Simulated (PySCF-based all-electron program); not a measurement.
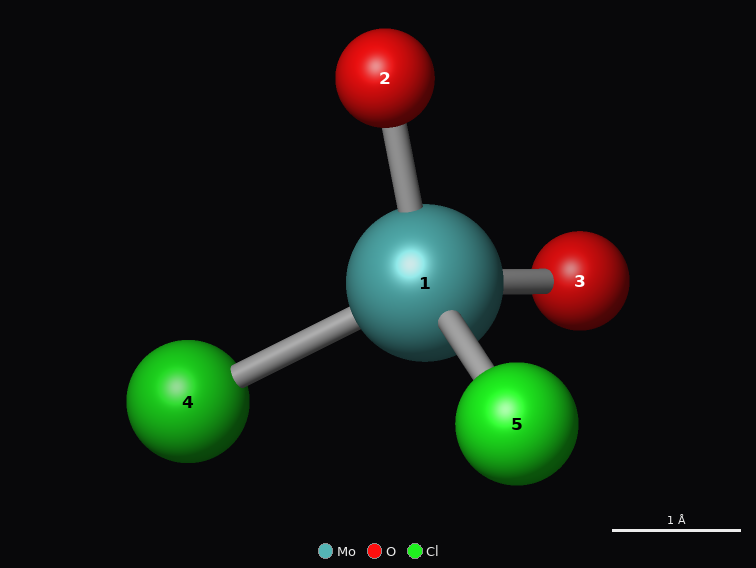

(Drawn from a calculation with PySCF-based all-electron program.)

The view is orthographic, and the bar gives the scale. The species is neutral and a spin singlet. Geometry: a fixed input geometry, not necessarily a minimum.

Reconstruct the coordinates (Å) as seen: x to the right, y up, z towards the viewer, origin at the mean of the atomic positions.

```xyz
5
MoCl2O2
Mo   0.05   0.08  -0.04
O   -0.27   1.69   0.37
O    1.27   0.10  -1.21
Cl  -1.82  -0.85  -0.91
Cl   0.77  -1.03   1.79
```
